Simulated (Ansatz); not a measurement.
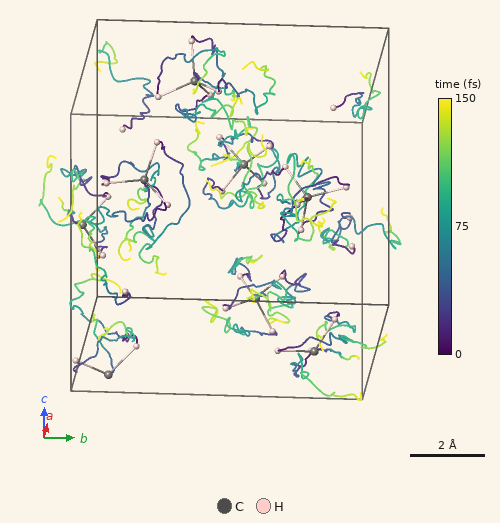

First-principles dynamics of a periodic cell with 8 CH4 at 0.423 g/cm³, 150 fs long. Lines trace each atom's path, coloured by time; spheres stand at the starting positions. Seen from a free direction in the simulation cell.

Computed with Ansatz 0.2.0, DFT LDA, scalar-relativistic, plane waves, PAW. Set-up: plane-wave cutoff 420 eV; k-point mesh 1 × 1 × 1; Fermi-Dirac smearing 0.02 eV; low-accuracy preset; Langevin thermostat (NVT); set temperature 1500 K; time step 0.5 fs; friction 0.02 per fs.

Q: Describe the motion.

A: In the second half of the run the atoms are, in the root-mean-square, this far from where they began (common drift taken out): H 1.86 Å, C 1.11 Å. The molecules turn and drift from their places. Over the second half the temperature averages 1579 K (spread ±131 K). The potential energy is still drifting at the end, so the run hasn't reached equilibrium. The potential energy in the second half lies on average 135 meV per atom above the first frame.

Limits of the set-up: the program's low-accuracy preset was used; the periodic images lie only 8.0 Å apart, so the values are limited by the cell's size.

Cost: 4.8 min on 1 thread of AMD EPYC 7B13 (Zen 3) (shared host), peak memory 0.46 GiB.
